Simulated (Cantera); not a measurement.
Input: 1 mol CH₃SiCl₃, 0.013 mol C₃H₈, 210 mol H₂, at 95.0 mbar.

These are equilibrium values from Cantera (NASA tables, ideal gas, pure condensed phases), not measurements of a reactor. Candidate condensed phases: C, C₆H₆, C₇H₈, C₈H₁₈, Si, SiC; 109 gas species. The feed counts by its element totals alone. The tables' values for SiCl are old estimates; treat these amounts as uncertain. Gases not in the tables: Si₂H₆ and higher silanes. The numbers say what is thermodynamically allowed, not how fast it happens.

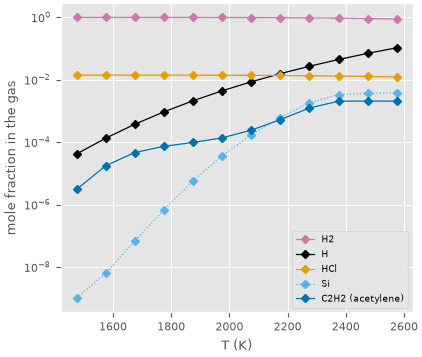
Equilibrium gas composition (values under 1e-9 drawn at 1e-9)

### Question
Read off the mole fractions at 2175 K.

### Answer
H₂ about 0.97, H about 0.016, HCl about 0.014, Si about 0.00061, C₂H₂ (acetylene) about 0.00053.
